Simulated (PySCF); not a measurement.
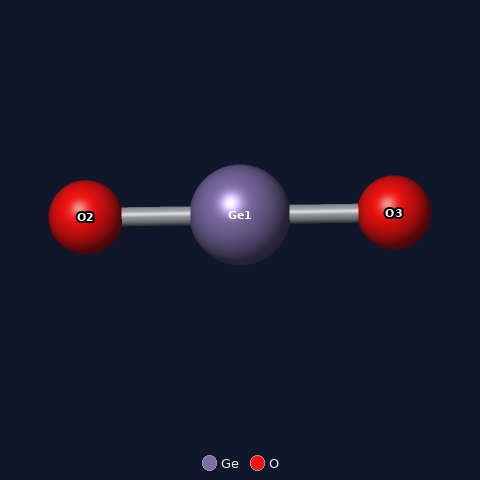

Geometry used (GeO₂, singlet).

Unscaled harmonic wavenumbers and double-harmonic intensities, B3LYP/def2-TZVP with PySCF 2.14.0, isolated molecule. The structure is the lowest point that the starts tried gave, with the shape that electron-pair counting expects. Degenerate modes count as one line, with their intensities summed. Lorentzian lines of 4 cm⁻¹ full width. Close modes add up in the curve.

**Predict the infrared spectrum.**

The most intense lines (point group D∞h) lie at 205.3 cm⁻¹ (76.8 km/mol, πu) and 1068.2 cm⁻¹ (75.9 km/mol, σu+). It has no imaginary mode, so it is a minimum.

| cm⁻¹ | km/mol | symmetry |
| --- | --- | --- |
| 205.3 | 76.8 | πu (×2) |
| 891.5 | 0.0 | σg+ |
| 1068.2 | 75.9 | σu+ |

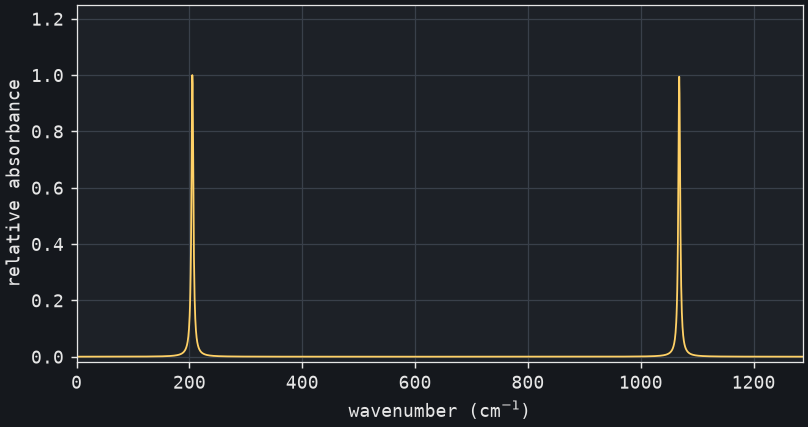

Note: no scalar relativity.
